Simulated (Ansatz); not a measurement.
Bands of a (6,0) germanium nanotube, along its axis.

Levels: PBE (plane waves to 420 eV, PAW; Ansatz, a first-principles code); PBE with spin-orbit coupling in Ansatz. Unmarked values and the geometry are of the first. Mesh 1×1×12. No spin polarisation. Periodic along z alone, with about 11 Å of vacuum beside it. A hypothetical model, rolled from the flat sheet. Symmetry and one short period hold its shape; lower forms weren't sought. Values not marked SOC lack spin–orbit coupling.

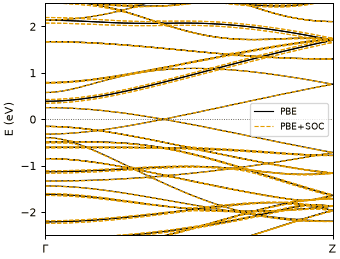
Figure: Bands from the zone centre to the zone edge (period 7.05 Å); the dotted line marks the highest filled level of each set

### Question
Is it a metal or a semiconductor at this level? Give what the bands show.

### Answer
A metal in PBE.
```
Quantity                                                                                                             Value
--------------------------------------------------------------------  ----------------------------------------------------
PBE gap                                                                                               none (under 0.01 eV)
crossings of the Fermi level between Γ and the zone edge (49 points)  2, each for both spins (ideal conductance 2 × 2e²/h)
```
The near touch at the dotted line is a crossing that falls between two sampled points.
